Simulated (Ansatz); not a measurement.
```sh
ansatz run in.yaml --threads 4 --pin off --events-out ev --progress --plain --max-ram 9574MiB
```

```yaml
crystal:
  periodic: [false, false, false]
  atoms:
    - {symbol: C, position_ang: [0.352129, -0.963016, -0.189033]}
    - {symbol: H, position_ang: [-0.016793, -1.749934, 0.457455]}
    - {symbol: H, position_ang: [0.169738, -1.042382, -1.253168]}
    - {symbol: C, position_ang: [1.005170, 0.055961, 0.337262]}
    - {symbol: Cl, position_ang: [1.635172, 1.361041, -0.591140]}
    - {symbol: H, position_ang: [1.201244, 0.159757, 1.396854]}
basis:
  gaussian: {orbitals: def2-TZVPP}
hamiltonian: {xc: {name: wB97X-V}}
```

Describe the molecule in this file.

Formula C₂H₃Cl. The point group is Cs. All atoms lie on one plane. Coordination: 2 C trigonal planar.

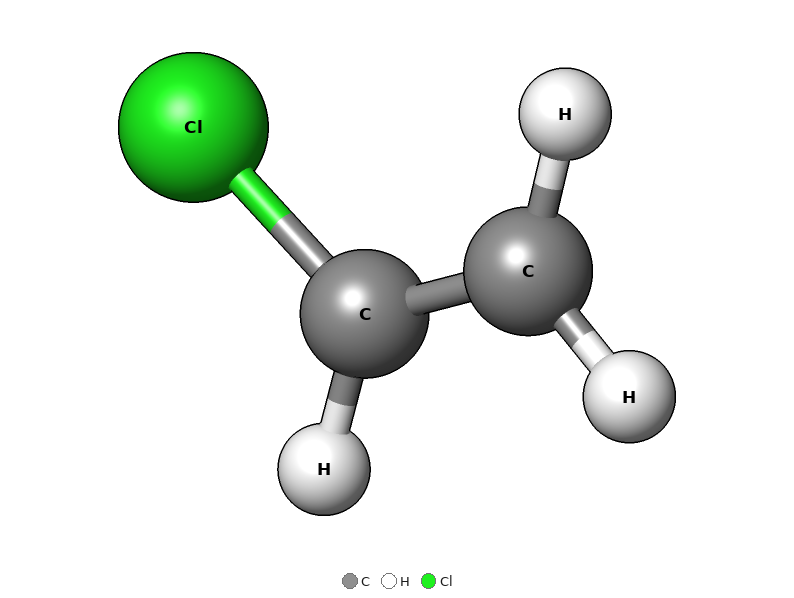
